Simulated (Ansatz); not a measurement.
# ClH5O2Si2: how energies converge with the basis set

How large a basis does ClH5O2Si2 need? Two functionals are run in growing sets.

The runs use Ansatz 0.2.0, Gaussian basis; one geometry, several basis sets.

The runs, in order: PBE0-D4/def2-SVP; ωB97M-V/def2-SVP; PBE0-D4/def2-QZVPP; ωB97M-V/def2-QZVPP; the functionals' def2-TZVPP values are taken from earlier runs.

## 1. The geometry

The geometry comes from an earlier relaxation with PBE0-D4 in a triple-zeta def2 set; it is a stationary point, not always the lowest conformer.

SMILES `O[Si](O)([SiH3])Cl`, 10 atoms, charge 0, spin multiplicity 1.

Atoms are counted from 1 here; the program's logs count them from 0.

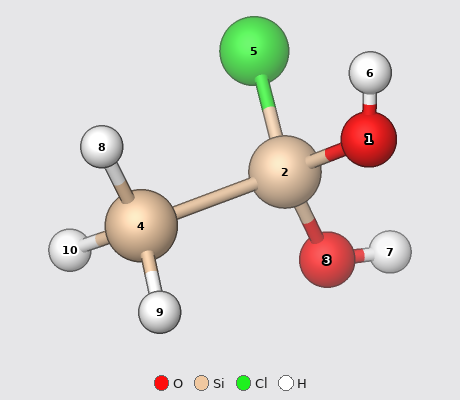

The structure; oxygen red, silicon light orange, chlorine green, hydrogen white; atoms are numbered from 1 in the order of the file.

## 2. PBE0-D4 in def2-SVP

in.yaml reads:

```yaml
crystal:
  periodic: [false, false, false]
  atoms:
    - {symbol: O, position_ang: [-0.307947, 1.682529, -0.924267]}
    - {symbol: Si, position_ang: [0.278949, 0.191615, -0.583814]}
    - {symbol: O, position_ang: [1.893836, 0.298398, -0.417631]}
    - {symbol: Si, position_ang: [-0.569033, -0.770330, 1.363200]}
    - {symbol: Cl, position_ang: [-0.227122, -1.023159, -2.186058]}
    - {symbol: H, position_ang: [-1.090866, 1.736113, -1.475027]}
    - {symbol: H, position_ang: [2.392123, 0.762478, -1.094503]}
    - {symbol: H, position_ang: [-2.047279, -0.869020, 1.234214]}
    - {symbol: H, position_ang: [-0.237872, 0.071354, 2.542471]}
    - {symbol: H, position_ang: [-0.001789, -2.130978, 1.544415]}
basis:
  gaussian: {orbitals: def2-SVP}
hamiltonian: {xc: pbe0, dispersion: d4}
output: {orbitals: {seedname: orbitals}}
```

On the command line:

```
ansatz run in.yaml --threads 4 --pin off --events-out ev --progress --plain --max-ram 10444MiB
```

The program printed:

```text
Functional definition: PBE0
  name "PBE0"
  cite "Adamo & Barone, J. Chem. Phys. 110, 6158 (1999) doi:10.1063/1.478522"
  cite "Perdew, Burke & Ernzerhof, Phys. Rev. Lett. 77, 3865 (1996) doi:10.1103/PhysRevLett.77.3865"
  parent pbe
  parameter a = 0.25
  parameter kappa = 0.804
  parameter beta = 0.06672455060314922
  exchange = (1 - a)*pbe_x(kappa = kappa, mu = beta*pi^2/3) + a*exact_x
  correlation = pbe_c(beta = beta)
1007 factors; integrals over basis functions are off by at most 1.2e-3 eV
mean field evaluation 1: about -32423.1956 eV, gradient 6.2e1 eV
mean field evaluation 2: about -32413.4996 eV, gradient 9.5e1 eV
mean field evaluation 4: about -32429.8230 eV, gradient 1.8e0 eV
mean field evaluation 8: about -32429.9110 eV, gradient 2.2e-1 eV
mean field evaluation 16: about -32429.9111 eV, gradient 3.4e-5 eV
mean field -32429.91106006 eV, -1191.7772496739 hartree, gradient 3.4e-5 eV, S^2 0.000000; 0 other end points of the search recorded, 0 dependent functions left out
reference -32429.91108637 eV, -1191.7772506408 hartree; 33, 33 occupied and 74, 74 virtual orbitals, 1007 factors
Total energy: -32430.14119970 eV, -1191.7857071497 hartree
```

It took 1.1 s on 4 threads of INTEL XEON PLATINUM 8581C at 2.10GHz, shared host.

## 3. ωB97M-V in def2-SVP

Edit in.yaml of step 2 so:

```diff
@@ -15,3 +15,3 @@
   gaussian: {orbitals: def2-SVP}
-hamiltonian: {xc: pbe0, dispersion: d4}
+hamiltonian: {xc: {name: wB97M-V}}
 output: {orbitals: {seedname: orbitals}}
```

Launched as before.

The program printed, cut to the lines that bear on the results:

```text
Functional definition: wB97M-V
  name "wB97M-V"
  cite "Mardirossian & Head-Gordon, J. Chem. Phys. 144, 214110 (2016) doi:10.1063/1.4952647"
  cite "Becke, J. Chem. Phys. 107, 8554 (1997) doi:10.1063/1.475007"
  cite "Vydrov & Van Voorhis, J. Chem. Phys. 133, 244103 (2010) doi:10.1063/1.3521275"
  # Of w^i u^j: cxij and so on, Table III.
[...]
  gx(w, u) = 1 - cx + cx01*u + cx10*w
  gss(w, u) = css00 + css04*u^4 + css10*w + css20*w^2 + css43*w^4*u^3
  gos(w, u) = cos00 + cos10*w + (cos20 + cos21*u)*w^2 + (cos60 + cos61*u)*w^6
[...]
      + integral(e_c_pw_mod_opposite_spin*gos(b97_w_opposite, b97_u_opposite)) + vv10(b, c)
1007 factors; integrals over basis functions are off by at most 1.2e-3 eV
320 factors; integrals over basis functions are off by at most 6.9e-6 eV
[...]
mean field -32441.93441149 eV, -1192.2190996893 hartree, gradient 5.8e-5 eV, S^2 0.000000; 0 other end points of the search recorded, 0 dependent functions left out
reference -32441.93445396 eV, -1192.2191012500 hartree; 33, 33 occupied and 74, 74 virtual orbitals, 1007 factors
Total energy: -32441.93445396 eV, -1192.2191012500 hartree
```

Wall time 3 s (4 threads of INTEL XEON PLATINUM 8581C at 2.10GHz, shared host).

## 4. PBE0-D4 in def2-QZVPP

Edit in.yaml of step 3 so:

```diff
@@ -14,4 +14,4 @@
 basis:
-  gaussian: {orbitals: def2-SVP}
-hamiltonian: {xc: {name: wB97M-V}}
+  gaussian: {orbitals: "def2-QZVPP.json"}
+hamiltonian: {xc: pbe0, dispersion: d4}
 output: {orbitals: {seedname: orbitals}}
```

The command is unchanged.

The program printed:

```text
Functional definition: PBE0
  name "PBE0"
  cite "Adamo & Barone, J. Chem. Phys. 110, 6158 (1999) doi:10.1063/1.478522"
  cite "Perdew, Burke & Ernzerhof, Phys. Rev. Lett. 77, 3865 (1996) doi:10.1103/PhysRevLett.77.3865"
  parent pbe
  parameter a = 0.25
  parameter kappa = 0.804
  parameter beta = 0.06672455060314922
  exchange = (1 - a)*pbe_x(kappa = kappa, mu = beta*pi^2/3) + a*exact_x
  correlation = pbe_c(beta = beta)
1798 factors; their error is unknown
mean field evaluation 1: about -32438.1750 eV, gradient 7.3e1 eV
mean field evaluation 2: about -32422.7536 eV, gradient 1.2e2 eV
mean field evaluation 4: about -32446.4669 eV, gradient 3.6e0 eV
mean field evaluation 8: about -32446.5138 eV, gradient 2.3e-1 eV
mean field evaluation 16: about -32446.5139 eV, gradient 3.4e-5 eV
mean field -32446.51386178 eV, -1192.3873913833 hartree, gradient 3.4e-5 eV, S^2 0.000000; 0 other end points of the search recorded, 0 dependent functions left out
reference -32446.51390339 eV, -1192.3873929124 hartree; 33, 33 occupied and 441, 441 virtual orbitals, 1798 factors
Total energy: -32446.74401672 eV, -1192.3958494213 hartree
```

Run time: 7 s. Hardware: 4 threads of INTEL XEON PLATINUM 8581C at 2.10GHz, shared host; peak memory 2 GiB.

## 5. ωB97M-V in def2-QZVPP

Edit in.yaml of step 4 so:

```diff
@@ -15,3 +15,3 @@
   gaussian: {orbitals: "def2-QZVPP.json"}
-hamiltonian: {xc: pbe0, dispersion: d4}
+hamiltonian: {xc: {name: wB97M-V}}
 output: {orbitals: {seedname: orbitals}}
```

Launched as before.

The program printed, cut to the lines that bear on the results:

```text
Functional definition: wB97M-V
  name "wB97M-V"
  cite "Mardirossian & Head-Gordon, J. Chem. Phys. 144, 214110 (2016) doi:10.1063/1.4952647"
  cite "Becke, J. Chem. Phys. 107, 8554 (1997) doi:10.1063/1.475007"
  cite "Vydrov & Van Voorhis, J. Chem. Phys. 133, 244103 (2010) doi:10.1063/1.3521275"
  # Of w^i u^j: cxij and so on, Table III.
[...]
  gx(w, u) = 1 - cx + cx01*u + cx10*w
  gss(w, u) = css00 + css04*u^4 + css10*w + css20*w^2 + css43*w^4*u^3
  gos(w, u) = cos00 + cos10*w + (cos20 + cos21*u)*w^2 + (cos60 + cos61*u)*w^6
[...]
      + integral(e_c_pw_mod_opposite_spin*gos(b97_w_opposite, b97_u_opposite)) + vv10(b, c)
1742 factors; their error is unknown
380 factors; integrals over basis functions are off by at most 1.7e-5 eV
[...]
mean field -32458.56492012 eV, -1192.8302596088 hartree, gradient 2.9e-5 eV, S^2 0.000000; 0 other end points of the search recorded, 0 dependent functions left out
reference -32458.56498679 eV, -1192.8302620588 hartree; 33, 33 occupied and 441, 441 virtual orbitals, 1742 factors
Total energy: -32458.56498679 eV, -1192.8302620588 hartree
```

It took 14 s on 4 threads of INTEL XEON PLATINUM 8581C at 2.10GHz, shared host; peak memory 2.3 GiB.

## 6. Functionals by basis

The def2-TZVPP values come from earlier runs at the same geometry.

| functional | basis | functions | energy (eV) | from the largest (eV) | HOMO (eV) | LUMO (eV) |
| --- | --- | --- | --- | --- | --- | --- |
| PBE0-D4 | def2-SVP | 107 | -32430.1412 | 16.603 | -8.17 | 0.42 |
| PBE0-D4 | def2-TZVPP | 258 | -32445.5872 | 1.157 | -8.29 | 0.07 |
| PBE0-D4 | def2-QZVPP | 474 | -32446.7440 | 0.000 | -8.33 | -0.05 |
| ωB97M-V | def2-SVP | 107 | -32441.9345 | 16.631 | -10.19 | 2.32 |
| ωB97M-V | def2-TZVPP | 258 | -32457.4706 | 1.094 | -10.36 | 1.82 |
| ωB97M-V | def2-QZVPP | 474 | -32458.5650 | 0.000 | -10.40 | 1.33 |

## 7. Summary of results

| quantity | value |
| --- | --- |
| PBE0-D4: double and triple zeta above quadruple | 16.60, 1.16 eV |
| ωB97M-V: double and triple zeta above quadruple | 16.63, 1.09 eV |

**Reading.** For PBE0-D4 the step from double to triple zeta gains 15.45 eV and the next only 1.16 eV. These are total energies; as a rule much of such shifts cancels in differences, which this series doesn't test. The LUMO of ωB97M-V is positive and keeps falling with the basis (2.32 to 1.33 eV): an unbound level that the basis holds in place.

For PBE0-D4 the largest set took about 7 times as long as the smallest (7 s against 1.1 s).
